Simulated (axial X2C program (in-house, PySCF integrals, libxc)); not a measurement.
## Relativistic diatomic calculation for KO⁻

System: KO⁻, single determinant with Ω = 2.
Method: TPSS, two-component X2C with atomic mean-field Coulomb and Gaunt terms, K dyall-av3z, O dyall-av3z (cores contracted) (axial X2C program (in-house, PySCF integrals, libxc)).

### The input
```
{"zs": [19, 8], "q": -1, "bas": ["dyall-av3z", "dyall-av3z"], "levels": ["PBE0", "HF", "TPSS", "LDA"], "cc": false, "r0": 2.5, "npts": 10, "nst": 2, "ntry": 6, "opt": {"auxb": 6.0}}
```

The line is the task of a batch: nuclear charges, charge, bases, the levels to run, a first guess of the distance and further settings. This report covers TPSS with spin-orbit coupling. The log is that of the reference distance 2.509 Å.

Hardware: 1 thread of Arm Neoverse N1, 98 GiB of memory available, shared host.

Launched within a batch (the task file carries these settings):
```bash
python <driver script> task.json out
```

### Log
```
two-component X2C + atomic mean field  TPSS
basis functions 144  fitting functions 313  grid points 5082
iter        total energy     max residual
   1       -677.786213506     2.90e-02
   2       -677.787065105     7.25e-03
   3       -677.787409743     1.21e-02
   4       -677.787793640     3.40e-03
   5       -677.787836831     2.95e-03
   6       -677.787892003     6.62e-04
   7       -677.787906706     6.14e-04
   8       -677.787935083     1.71e-03
   9       -677.787978340     1.45e-03
  10       -677.788034519     1.99e-03
  11       -677.788075525     2.23e-03
  12       -677.788121592     8.38e-04
  13       -677.788134147     5.83e-04
  14       -677.788142051     3.68e-04
  15       -677.788144334     1.86e-04
  16       -677.788145784     1.30e-04
  17       -677.788146745     6.70e-05
  18       -677.788146970     2.49e-05
  19       -677.788147024     2.63e-05
  20       -677.788147057     2.81e-05
  21       -677.788147142     3.40e-05
  22       -677.788147463     7.89e-05
  23       -677.788148012     3.91e-04
  24       -677.788148907     1.91e-04
  25       -677.788150755     2.31e-04
  26       -677.788152473     2.54e-04
  27       -677.788154583     2.22e-04
  28       -677.788157267     8.33e-05
  29       -677.788157862     8.48e-05
  30       -677.788158218     7.22e-05
  31       -677.788158344     1.92e-05
  32       -677.788158358     3.34e-05
  33       -677.788158369     1.52e-05
  34       -677.788158373     5.24e-06
converged
one-electron -1000.08941010  Coulomb 332.79918831  exact exchange 0.00000000  xc functional -42.43854384  nuclear repulsion 32.05856359  atomic mean-field constant -0.11795633
```

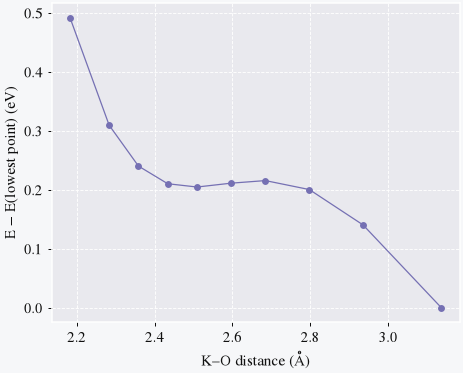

Energy at 10 bond lengths, for one set of occupations held fixed; the line joins the points. The lowest point is at 3.14 Å, the end of the range, so no minimum is bracketed. The lowest point lies 0.30 eV below K + O⁻.

### Outcome

- outcome: converged; a filled level lies above zero
- wall time: 17 s
- peak memory: 0.27 GiB

### What is odd here

One thing in this input was made odd on purpose: sparse fitting set (auxb = 6.0). The program ran to the end. Its numbers are those of the input as typed; this run alone doesn't show how far the oddity moves them. The highest filled level (TPSS, up to 0.69 eV) lies above zero. That is common for anions, where the functional's self-interaction leaves the outer electrons unbound; only the finite basis holds them, so such levels depend on it. Limits: at every distance an empty level lies below a filled one, since the occupations are held fixed.
